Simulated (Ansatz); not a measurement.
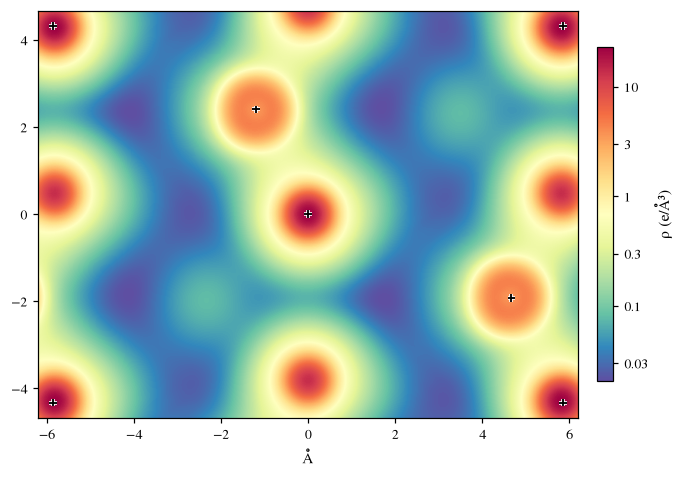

The valence charge density (pseudo) on a plane through atoms (crosses mark nuclei in the plane).

All numbers below come from DFT, PBEsol, plane waves, PAW in Ansatz.

Candidates:
A. TlCu3I4, a = 6.35 Å, b = 6.35 Å, c = 6.35 Å, α = 90.00°, β = 90.00°, γ = 90.00°. Space group P-43m; a structure from a database of computed crystals, not necessarily the ambient phase; started from the CdHg3Te4-215 prototype, which need not be the ambient phase; computed without spin polarisation.
B. LuAl3Sb4, a = 8.35 Å, b = 11.55 Å, c = 4.02 Å, α = 90.00°, β = 90.00°, γ = 90.00°. Space group Cmmm; a structure from a database of computed crystals, not necessarily the ambient phase; started from the CaCd3O4-65 prototype, which need not be the ambient phase.
C. Ta2SnSb4, a = 6.12 Å, b = 6.12 Å, c = 11.72 Å, α = 90.00°, β = 90.00°, γ = 90.00°. Space group I-4; a structure from a database of computed crystals, not necessarily the ambient phase; started from the Al2ZnS4-82 prototype, which need not be the ambient phase.

Which system is this?

Candidate C: Ta2SnSb4 on the (110) plane of the conventional cell, which holds Ta and Sb. Ta–Sb (2.69 Å): ρ is about 0.48 e/Å³ halfway.
